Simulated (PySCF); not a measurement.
```xyz
2

Te    0.0000    0.0000   -0.8981
Se    0.0000    0.0000    1.4599
```

Core potentials replace the inner electrons of Te.

Level of theory: PySCF 2.14.0, PBE0/cc-pVTZ(-PP), non-relativistic Hamiltonian with scalar-relativistic core potentials where named, at a bond length of 2.358 Å.

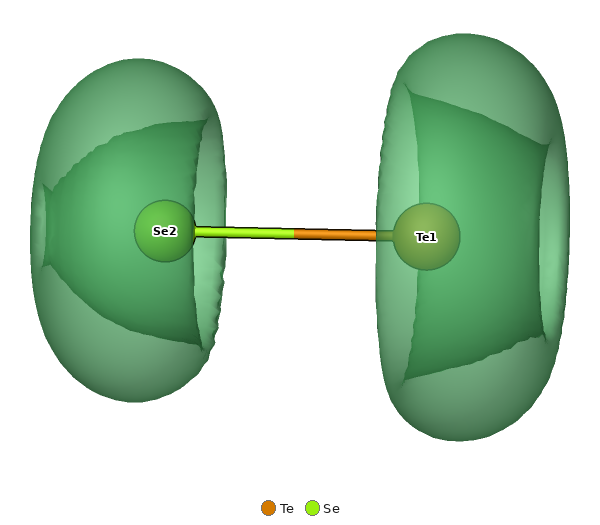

TeSe (triplet). Isosurface of the ELF at 0.75 (green), seen from one side. Core shells and regions of very low density are left out.

**Describe the localisation domains.**

At this value the surface marks out one ring or bowl of non-bonding electrons around Se and one ring or bowl of non-bonding electrons around Te.

Values along the shortest contacts:
Te–Se (2.36 Å): the ELF peaks at about 0.70 between the atoms.
